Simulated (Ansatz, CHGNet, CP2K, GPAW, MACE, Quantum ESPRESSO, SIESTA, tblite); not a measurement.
# Generalised stacking fault on (112) of a Nb-Li solid solution (54 atoms) in CP2K, part 2 of 2

Aim: run generalised stacking fault on (112) of a Nb-Li solid solution (54 atoms) in CP2K and see how near its forces come to a plane-wave reference, and at what cost.

Program: CP2K 2026.2; the method stands at each step. Banners, paths, timers and routine set-up lines are dropped from the logs unmarked, and long logs keep their key lines alone; longer cuts are marked.

So far. Step 2 (PBE, DZVP-MOLOPT-SR, 800/50 Ry, diagonalisation): Forces lie 3.6 % from the reference's, at 36 times its CPU time. Step 3 (PBE, SZV-MOLOPT-SR, 800/50 Ry, diagonalisation): Against the first run (3.6 %), the force difference from the reference is 60 %, at 0.49 times the CPU time (on 2 against 4 cores), with 348 basis functions against 924: the smaller basis costs accuracy.

### Step 4. PBE, TZVP-UZH, 800/50 Ry, diagonalisation

Method: Kohn-Sham DFT, PBE, GTH-PBE pseudopotentials, Gaussian and plane waves, TZVP-MOLOPT (UZH set), diagonalisation.

input.inp

```
&GLOBAL
  PROJECT cell
  RUN_TYPE ENERGY_FORCE
  PRINT_LEVEL LOW
&END GLOBAL
&FORCE_EVAL
  METHOD QS
  STRESS_TENSOR ANALYTICAL
  &DFT
    BASIS_SET_FILE_NAME BASIS_MOLOPT_UZH
    POTENTIAL_FILE_NAME POTENTIAL_UZH
    &MGRID
      CUTOFF 800
      REL_CUTOFF 50
      NGRIDS 5
    &END MGRID
    &QS
      EPS_DEFAULT 1.0E-12
    &END QS
    &SCF
      SCF_GUESS ATOMIC
      EPS_SCF 5.0E-06
      MAX_SCF 200
      ADDED_MOS 36
      &DIAGONALIZATION
        ALGORITHM STANDARD
      &END DIAGONALIZATION
      &SMEAR ON
        METHOD FERMI_DIRAC
        ELECTRONIC_TEMPERATURE [K] 580
      &END SMEAR
      &MIXING
        METHOD BROYDEN_MIXING
        ALPHA 0.15
        NBROYDEN 12
      &END MIXING
      &PRINT
        &RESTART OFF
        &END RESTART
      &END PRINT
    &END SCF
    &XC
      &XC_FUNCTIONAL PBE
      &END XC_FUNCTIONAL
    &END XC
    &PRINT
      &MULLIKEN ON
      &END MULLIKEN
      &HIRSHFELD ON
        SHAPE_FUNCTION DENSITY
      &END HIRSHFELD
      &MO ON
        EIGENVALUES T
        OCCUPATION_NUMBERS T
        MO_INDEX_RANGE 220 243
        &EACH
          QS_SCF 0
        &END EACH
        ADD_LAST NUMERIC
      &END MO
    &END PRINT
  &END DFT
  &SUBSYS
    &CELL
      A 8.82021 0.00000 0.00000
      B 0.00000 4.80111 0.00000
      C 0.98001 0.00000 25.14732
    &END CELL
    &COORD
      SCALED
[... 54 atom lines left out: the same atoms as in the first run ...]
    &END COORD
    &KIND Nb
      BASIS_SET TZVP-MOLOPT-PBE-GTH-q13
      POTENTIAL GTH-PBE-q13
    &END KIND
    &KIND Li
      BASIS_SET TZVP-MOLOPT-PBE-GTH-q3
      POTENTIAL GTH-PBE-q3
    &END KIND
  &END SUBSYS
  &PRINT
    &FORCES ON
    &END FORCES
    &STRESS_TENSOR ON
    &END STRESS_TENSOR
  &END PRINT
&END FORCE_EVAL
```

The run is started by

```sh
$ OMP_NUM_THREADS=1 mpirun -np 4 cp2k.psmp -i input.inp > output.txt
```

Numbers of over 12 decimals in the logs are rounded to 6 here.

The log of the run:

```text
CP2K| version string:                                       CP2K version 2026.2
 CP2K| Input file name                                                 input.inp
 GLOBAL| Basis set file name                                    BASIS_MOLOPT_UZH
 GLOBAL| Potential file name                                       POTENTIAL_UZH
 GLOBAL| Run type                                                   ENERGY_FORCE
 GLOBAL| Total number of message passing processes                             4
 GLOBAL| Number of threads for this process                                    1
[... lines left out ...]
                        Smear method:                                FERMI_DIRAC
[... lines left out ...]
 Number of electrons:                                                        462
[... lines left out ...]
  Step     Update method      Time    Convergence         Total energy    Change
[... lines left out ...]
  *** SCF run converged in    30 steps ***
[... lines left out ...]
  Fermi energy:                                                 0.266887
  Total energy:                                             -1877.410108
  Total energy (extrapolated to T->0):                      -1877.401176
[... lines left out ...]
 MO| E(Fermi):            0.266887 a.u.          7.262352 eV
[... lines left out ...]
     54       Li     2       3.000          3.076                        -0.076
  Total Charge                                                            0.001
 !-----------------------------------------------------------------------------!
 ENERGY| Total FORCE_EVAL ( QS ) energy [hartree]          -1877.410144
 FORCES| Atomic forces [hartree/bohr]
 FORCES|   Atom     x               y               z               |f|
 FORCES|      1  4.07080154E-02  2.37919955E-03 -7.56659468E-03   4.14735635E-02
 FORCES|      2  3.55139792E-02  4.74758619E-03  2.58487972E-02   4.41807945E-02
 FORCES|      3 -5.50907180E-03 -1.42413750E-03  1.54633042E-03   5.89653945E-03
[...]
FORCES|     53 -7.80520155E-03 -5.33803581E-04 -2.64031485E-03   8.25695949E-03
 FORCES|     54  6.52802388E-03 -2.83428379E-03  6.51891750E-03   9.65114220E-03
 FORCES| Sum     5.78503221E-06  9.52295689E-07 -7.33191155E-06
 FORCES| Total atomic force                                       9.38777885E-06
 STRESS| Analytical stress tensor [bar]
 STRESS|                        x                   y                   z
 STRESS|      x       -8.94904600095E+04   3.16750899455E+02   4.12049521337E+04
 STRESS|      y        3.16750899455E+02  -2.20604581986E+05  -1.01290352902E+03
 STRESS|      z        4.12049521337E+04  -1.01290352902E+03  -4.58487559759E+04
 STRESS| 1/3 Trace                                            -1.18647932657E+05
```

It took 5.5 min on 4 MPI ranks of Arm Neoverse V1, shared host; peak memory 6.8 GiB; 22 min of CPU time.

Compared with the plane-wave run:

| Item | Value |
| --- | --- |
| r.m.s. force component | 0.8491 eV/Å |
| r.m.s. difference of force components | 28.4 meV/Å |
| longest difference of force vectors | 121.3 meV/Å |
| force difference over r.m.s. force | 3.402 % |
| slope of forces against the reference's | 1.017 |
| correlation of force components | 0.9996 |
| pressure | -11.86 GPa |
| pressure difference | 0.2792 GPa |

Against the first run (3.6 %), the force difference from the reference is 3.4 %, at 0.84 times the CPU time, with 1218 basis functions against 924; this set comes with other potentials too, so the change isn't the basis's alone.

The difference per atom is largest on Nb (0.055 eV/Å on average, against 0.017 on Li).

### Step 5. PBE, DZVP-MOLOPT-SR, 400/50 Ry, diagonalisation

Method: Kohn-Sham DFT, PBE, GTH-PBE pseudopotentials, Gaussian and plane waves, DZVP-MOLOPT-SR-GTH, diagonalisation.

input.inp: that of step 4 with these lines changed.

```diff
@@ -9,8 +9,7 @@
   &DFT
-    BASIS_SET_FILE_NAME BASIS_MOLOPT_UZH
-    POTENTIAL_FILE_NAME POTENTIAL_UZH
+    BASIS_SET_FILE_NAME BASIS_MOLOPT
+    POTENTIAL_FILE_NAME GTH_POTENTIALS
     &MGRID
-      CUTOFF 800
+      CUTOFF 400
       REL_CUTOFF 50
-      NGRIDS 5
     &END MGRID
@@ -69,3 +68,2 @@
     &COORD
-      SCALED
 [... 54 atom lines left out: the same atoms as in the first run ...]
@@ -73,3 +71,3 @@
     &KIND Nb
-      BASIS_SET TZVP-MOLOPT-PBE-GTH-q13
+      BASIS_SET DZVP-MOLOPT-SR-GTH-q13
       POTENTIAL GTH-PBE-q13
@@ -77,3 +75,3 @@
     &KIND Li
-      BASIS_SET TZVP-MOLOPT-PBE-GTH-q3
+      BASIS_SET DZVP-MOLOPT-SR-GTH-q3
       POTENTIAL GTH-PBE-q3
```

The run is started by

```sh
$ OMP_NUM_THREADS=2 cp2k.psmp -i input.inp > output.txt
```

The log of the run:

```text
CP2K| version string:                                       CP2K version 2026.2
 CP2K| Input file name                                                 input.inp
 GLOBAL| Basis set file name                                        BASIS_MOLOPT
 GLOBAL| Potential file name                                      GTH_POTENTIALS
 GLOBAL| Run type                                                   ENERGY_FORCE
 GLOBAL| Total number of message passing processes                             1
 GLOBAL| Number of threads for this process                                    2
 TOTAL NUMBERS AND MAXIMUM NUMBERS
  Total number of            - Atomic kinds:                                   2
                             - Atoms:                                         54
[... lines left out ...]
                        Smear method:                                FERMI_DIRAC
[... lines left out ...]
 Number of electrons:                                                        462
[... lines left out ...]
  Step     Update method      Time    Convergence         Total energy    Change
[... lines left out ...]
  *** SCF run converged in    30 steps ***
[... lines left out ...]
  Fermi energy:                                                 0.265990
  Total energy:                                             -1891.835338
  Total energy (extrapolated to T->0):                      -1891.826582
[... lines left out ...]
 MO| E(Fermi):            0.265990 a.u.          7.237947 eV
[... lines left out ...]
 !-----------------------------------------------------------------------------!
 !-----------------------------------------------------------------------------!
                           Hirshfeld Charges
  #Atom  Element  Kind  Ref Charge     Population                    Net charge
      1       Nb     1      13.000         12.931                         0.069
      2       Nb     1      13.000         12.944                         0.056
      3       Li     2       3.000          3.070                        -0.070
[...]
53       Li     2       3.000          3.088                        -0.088
     54       Li     2       3.000          3.076                        -0.076
  Total Charge                                                            0.001
 !-----------------------------------------------------------------------------!
 ENERGY| Total FORCE_EVAL ( QS ) energy [hartree]          -1891.835369
 FORCES| Atomic forces [hartree/bohr]
 FORCES|   Atom     x               y               z               |f|
 FORCES|      1  3.94994455E-02  2.41262009E-03 -7.55505916E-03   4.02877879E-02
 FORCES|      2  3.62071105E-02  4.88926564E-03  2.53098306E-02   4.44460043E-02
 FORCES|      3 -5.33743688E-03 -1.43641710E-03  1.97847482E-03   5.87076564E-03
[...]
FORCES|     53 -7.88449393E-03 -5.70739099E-04 -2.52120518E-03   8.29743714E-03
 FORCES|     54  6.34970466E-03 -2.86202886E-03  7.06752790E-03   9.92269667E-03
 FORCES| Sum    -7.20672379E-05 -2.06075123E-04 -2.38641087E-04
 FORCES| Total atomic force                                       3.23435019E-04
 STRESS| Analytical stress tensor [bar]
 STRESS|                        x                   y                   z
 STRESS|      x       -9.17038705171E+04   2.70856697473E+02   3.97487149544E+04
 STRESS|      y        2.70856697473E+02  -2.14428570078E+05  -9.88546167063E+02
 STRESS|      z        3.97487149544E+04  -9.88546167063E+02  -4.74715567415E+04
 STRESS| 1/3 Trace                                            -1.17867999112E+05
```

Wall time 15 min (2 threads); peak memory 2.1 GiB.

Compared with the plane-wave run:

```
r.m.s. force component                          : 0.8415 eV/Å
r.m.s. difference of force components           : 30.28 meV/Å
longest difference of force vectors             : 100.8 meV/Å
force difference over r.m.s. force              : 3.627 %
slope of forces against the reference's         : 1.007
correlation of force components                 : 0.9994
pressure                                        : -11.79 GPa
pressure difference                             : 0.3572 GPa
energy less the same-level run's                : -0.0168 meV/atom
r.m.s. force difference from the same-level run : 1.211 meV/Å
```

This is a coarse setting, run to see what it loses.

Against the first run (3.6 %), the force difference from the reference is 3.6 %, at 1.1 times the CPU time (on 2 against 4 cores): the change moves forces by 1.2 meV/Å r.m.s., so most of the difference comes from elsewhere.

### Step 6. PBE, DZVP-MOLOPT-SR, 280/50 Ry, diagonalisation

Method: Kohn-Sham DFT, PBE, GTH-PBE pseudopotentials, Gaussian and plane waves, DZVP-MOLOPT-SR-GTH, diagonalisation.

input.inp: that of step 5 with these lines changed.

```diff
@@ -12,3 +12,3 @@
     &MGRID
-      CUTOFF 400
+      CUTOFF 280
       REL_CUTOFF 50
@@ -67,5 +67,6 @@
     &END CELL
-    &COORD
-[... 54 atom lines left out: the same atoms as in the first run ...]
-    &END COORD
+    &TOPOLOGY
+      COORD_FILE_NAME structure.xyz
+      COORD_FILE_FORMAT XYZ
+    &END TOPOLOGY
     &KIND Nb
```

structure.xyz

```xyz
54

Nb 5.84733 4.76381 24.94061
Nb 2.97933 4.74105 24.92200
Li 8.85551 0.01800 25.01882
Nb 6.81502 2.44319 1.29911
Nb 3.96257 2.37208 1.32401
Li 1.01191 2.39772 1.40699
Li 7.81889 4.77902 2.77802
Li 4.96627 4.77480 2.76696
Nb 1.86563 0.04182 2.80820
Nb 5.88100 2.42711 4.14956
Li 2.95248 2.42586 4.21670
Li 8.73859 2.42874 4.24965
Nb 6.91979 4.76121 5.46979
Nb 3.84392 0.03995 5.47910
Li 1.00773 0.03058 5.43006
Li 7.79879 2.42192 6.96757
Li 4.88513 2.44717 6.89087
Li 1.99643 2.45946 6.92281
Li 5.83817 4.71335 8.44849
Li 2.85992 4.72972 8.27598
[... 30 atom lines left out ...]
Nb 0.90653 0.01157 22.20710
Nb 7.85254 2.32575 23.53588
Li 4.88224 2.41294 23.60579
Li 1.93614 2.42019 23.52733
```

The log of the run:

```text
CP2K| version string:                                       CP2K version 2026.2
 CP2K| Input file name                                                 input.inp
 GLOBAL| Basis set file name                                        BASIS_MOLOPT
 GLOBAL| Potential file name                                      GTH_POTENTIALS
[... lines left out ...]
 Number of electrons:                                                        462
[... lines left out ...]
  Step     Update method      Time    Convergence         Total energy    Change
[... lines left out ...]
  *** SCF run converged in    30 steps ***
[... lines left out ...]
  Fermi energy:                                                 0.266020
  Total energy:                                             -1891.838824
  Total energy (extrapolated to T->0):                      -1891.830066
[... lines left out ...]
 MO| E(Fermi):            0.266020 a.u.          7.238780 eV
[... lines left out ...]
 ENERGY| Total FORCE_EVAL ( QS ) energy [hartree]          -1891.838860
[... lines left out ...]
 FORCES|      1  3.95263724E-02  2.41481142E-03 -7.53203248E-03   4.03100104E-02
 FORCES|      2  3.62075885E-02  4.89025128E-03  2.53368804E-02   4.44619110E-02
 FORCES|      3 -6.13288626E-03 -1.55072403E-03  4.29066671E-03   7.64374645E-03
[...]
FORCES|     53 -8.64235991E-03 -6.10712775E-04 -3.99109868E-03   9.53898441E-03
 FORCES|     54  6.29553945E-03 -2.90192409E-03  6.47342515E-03   9.48473582E-03
 FORCES| Sum     6.17302325E-03 -9.96076845E-04 -1.50868171E-02
 FORCES| Total atomic force                                       1.63312717E-02
 STRESS| Analytical stress tensor [bar]
 STRESS|                        x                   y                   z
 STRESS|      x       -9.05465814224E+04   2.73377671405E+02   3.98365180314E+04
 STRESS|      y        2.73377671405E+02  -2.14211901400E+05  -9.87892336630E+02
 STRESS|      z        3.98365180314E+04  -9.87892336630E+02  -4.55852614900E+04
 STRESS| 1/3 Trace                                            -1.16781248104E+05
```

Wall time 13 min (2 threads); peak memory 1.5 GiB; 24 min of CPU time.

Compared with the plane-wave run:

- r.m.s. force component: 0.8439 eV/Å
- r.m.s. difference of force components: 53.99 meV/Å
- longest difference of force vectors: 213.7 meV/Å
- force difference over r.m.s. force: 6.468 %
- slope of forces against the reference's: 1.009
- correlation of force components: 0.998
- pressure: -11.68 GPa
- pressure difference: 0.4659 GPa
- energy less the same-level run's: -1.776 meV/atom
- r.m.s. force difference from the same-level run: 46.53 meV/Å

This is a coarse setting, run to see what it loses.

Against the first run (3.6 %), the force difference from the reference is 6.5 %, at 0.92 times the CPU time (on 2 against 4 cores): the grid matters here.

The forces add up to 0.84 eV/Å instead of zero, usually a sign of too coarse a grid.

### Step 7. Side by side

Differences are against the plane-wave reference, forces as r.m.s. over components; share is that over the reference's r.m.s. force, slope the least-squares factor from reference forces to these. Total energies of different programs have different zeros and aren't compared.

```
                                                          run  Δ force, r.m.s. (meV/Å)  share (%)  slope  Δ pressure (GPa)  cores  CPU time  memory (GiB)
                                                    reference                        -          -      -                 -      4      44 s           1.2
         CP2K PBE, DZVP-MOLOPT-SR, 800/50 Ry, diagonalisation                     30.2       3.62  1.007             0.356      4    26 min           6.7
 CP2K PBE, SZV-MOLOPT-SR, 800/50 Ry, diagonalisation (coarse)                      501       60.1  1.053             0.962      2    13 min           4.5
               CP2K PBE, TZVP-UZH, 800/50 Ry, diagonalisation                     28.4       3.40  1.017             0.279      4    22 min           6.8
CP2K PBE, DZVP-MOLOPT-SR, 400/50 Ry, diagonalisation (coarse)                     30.3       3.63  1.007             0.357      2    29 min           2.1
CP2K PBE, DZVP-MOLOPT-SR, 280/50 Ry, diagonalisation (coarse)                     54.0       6.47  1.009             0.466      2    24 min           1.5
```

Rows marked coarse were listed beforehand as settings not expected to be converged; some can still land near the reference.

CPU time is summed over cores on a shared host, where runs went side by side, so it is rough. Symmetry, cutoffs, thresholds, outputs and thread counts weren't matched or tuned between programs; memory under MPI is the largest rank's times the ranks.

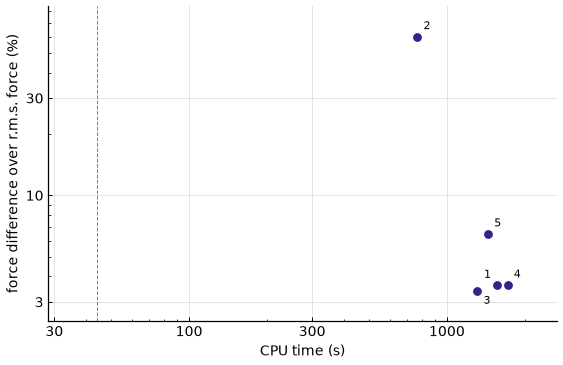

Force difference against CPU time; the dashed line marks the reference's time. Points: 1 CP2K PBE, DZVP-MOLOPT-SR, 800/50 Ry, diagonalisation; 2 CP2K PBE, SZV-MOLOPT-SR, 800/50 Ry, diagonalisation; 3 CP2K PBE, TZVP-UZH, 800/50 Ry, diagonalisation; 4 CP2K PBE, DZVP-MOLOPT-SR, 400/50 Ry, diagonalisation; 5 CP2K PBE, DZVP-MOLOPT-SR, 280/50 Ry, diagonalisation.

Mean charges by element (e), by run and scheme:

```
                                                 run     scheme     Nb     Li
CP2K PBE, DZVP-MOLOPT-SR, 800/50 Ry, diagonalisation   Mulliken  -0.16  +0.20
CP2K PBE, DZVP-MOLOPT-SR, 800/50 Ry, diagonalisation  Hirshfeld  +0.04  -0.06
      CP2K PBE, TZVP-UZH, 800/50 Ry, diagonalisation   Mulliken  -0.04  +0.05
      CP2K PBE, TZVP-UZH, 800/50 Ry, diagonalisation  Hirshfeld  +0.04  -0.05
```

Within one program, basis, potentials and functional, energies share a zero. Each run against its twin at the usual cutoff or grid and solver:

```
                                                 run                                        twin  Δ energy (meV/atom)  Δ force, r.m.s. (meV/Å)         CPU time over the twin's
CP2K PBE, DZVP-MOLOPT-SR, 400/50 Ry, diagonalisation  DZVP-MOLOPT-SR, 800/50 Ry, diagonalisation              -0.0168                     1.21   1.1 (this twin ran on 4 cores)
CP2K PBE, DZVP-MOLOPT-SR, 280/50 Ry, diagonalisation  DZVP-MOLOPT-SR, 800/50 Ry, diagonalisation                -1.78                     46.5  0.92 (this twin ran on 4 cores)
```

Further runs of this program without a result: CP2K GFN1-xTB, diagonalisation (not converged).

### Step 8. What came out

| Quantity | Value |
| --- | --- |
| nearest in forces | CP2K PBE, TZVP-UZH, 800/50 Ry, diagonalisation, 3.4 % |
| its CPU time | 22 min |

The PBE runs in local orbitals, coarse settings apart, differ by 3.4 % (CP2K PBE, TZVP-UZH, 800/50 Ry, diagonalisation) to 3.6 % (CP2K PBE, DZVP-MOLOPT-SR, 800/50 Ry, diagonalisation); basis, grid and potentials can all enter. Runs with settings chosen to be coarse differ by 3.6 % (CP2K PBE, DZVP-MOLOPT-SR, 400/50 Ry, diagonalisation) to 60 % (CP2K PBE, SZV-MOLOPT-SR, 800/50 Ry, diagonalisation), their programs' other errors included. None of the electronic-structure runs in the table takes under half the reference's CPU time of 44 s; they take 17 to 39 times as much. Charges hang on scheme and program or settings: among these rows the mean for Li runs from -0.06 to +0.20 e, even in sign. The cell is under 6 Å thick along one periodic direction, so every atom has periodic images of itself close by, which move with it and show among its neighbours and in g(r). The reference's stress is far from hydrostatic: its diagonal is -9.2, -22.2, -5.0 GPa, compression counted positive. The host structure and its lattice constant were typed by rule, without a check against the phase diagram. The reference's pressure of -12 GPa says that the cell would shrink at this level of theory. The electronic-structure runs sample only Γ, in a cell whose shortest periodic width is 5 Å, which is coarse for a cell with partly filled levels.

[Also dropped from logs without a mark: logging warnings of Python, and SIESTA's first energy breakdown and zero terms.]

[Logs are printed without paths, hosts, clocks, repeated set-up lines and the standing remarks that a program may print on its own settings, such as how far it seeks lower states.]

[Hosts, paths, dates, database ids (printed as entryN), source tags and the programs' standing remarks are cut or masked in the printed files.]
